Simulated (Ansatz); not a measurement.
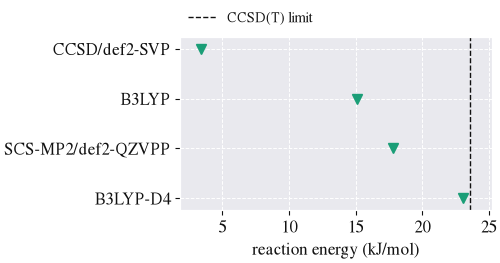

Electronic reaction energy of GaGeH₄Cl ([Cl][GaH][GeH3]) + H₂ ([H][H]) → GaH₂Cl ([Cl][GaH2]) + GeH₄ ([GeH4]) (SMILES in brackets) at several levels (functionals in def2-TZVPP unless a basis is named), isolated molecules at PBE0-D4 triple-zeta geometries, minima by their frequencies, no zero-point or thermal terms, the Ansatz code. The line is frozen-core CCSD(T) at the basis limit (MP2 extrapolated from triple and quadruple zeta, plus CCSD(T) less MP2 in a smaller set). No dispersion term is added to B3LYP. The distance of CCSD/def2-SVP and SCS-MP2/def2-QZVPP to the limit includes basis error. The limit lies 4.2 kJ/mol from CCSD(T)/def2-TZVPP, so the line itself is uncertain by a part of that.

### What do zero-point energy and temperature add?

Zero-point change 7.8 kJ/mol; at 298.15 K and 1 bar the CCSD(T) limit plus thermal terms gives an enthalpy of reaction of 25.7 and a free energy of 28.7 kJ/mol (harmonic PBE0-D4 modes, ideal gas).

### What range do the values span, the line included?

From 3.4 kJ/mol (CCSD/def2-SVP) to 23.6 kJ/mol (CCSD(T) limit).

Note: no scalar relativity up to krypton; outer-core shells are correlated without core-valence functions, which makes the correlated values less sure.
